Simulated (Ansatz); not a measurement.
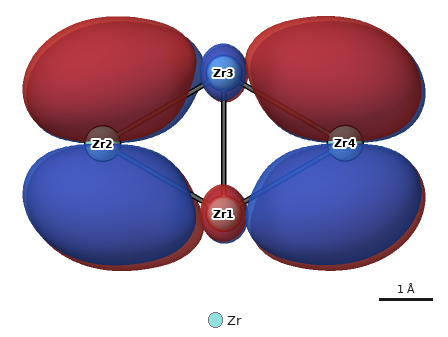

Figure 1: Zr₄ (charge −1, quartet). The HOMO (α) at ±0.04 Å⁻³ᐟ² (red and blue are the two phases), seen across its widest extent.

Geometry: PBE0-D4/def2-SVPD; ⟨S²⟩ = 3.83, above the pure value of 3.75; core potentials replace the inner electrons of Zr; the highest occupied orbital lies above zero, a sign that basis and functional describe the outermost electron poorly.

Method: Ansatz 0.2.0, UKS PBE0-D4/def2-TZVPD.

The calculation's input:

```
crystal:
  periodic: [false, false, false]
  atoms:
    - {symbol: Zr, position_ang: [-0.139167, -1.323863, -0.011220]}
    - {symbol: Zr, position_ang: [-2.283585, 0.238909, 0.089285]}
    - {symbol: Zr, position_ang: [0.139153, 1.324172, 0.012206]}
    - {symbol: Zr, position_ang: [2.283590, -0.239227, -0.090261]}
basis:
  gaussian: {orbitals: def2-TZVPD, initial_orbitals: start.molden}
total_charge: -1
magnetization: {spin_polarized: true, initial_magnetization: 3}
hamiltonian: {xc: pbe0, dispersion: d4}
scf: {omitted_lower_state_checks: [starts]}
output: {orbitals: {seedname: orbitals}}
```

Command:

```sh
ansatz run in.yaml --threads 4 --pin off --events-out ev --progress --plain --max-ram 3916MiB
```

What is the character of this orbital?

Answer. Its weight (Hirshfeld) is mainly on Zr2 (about 40 %), Zr4 (about 40 %), Zr1 (about 10 %) and Zr3 (about 10 %); it is gerade (even under inversion). Its energy is 0.01 eV.
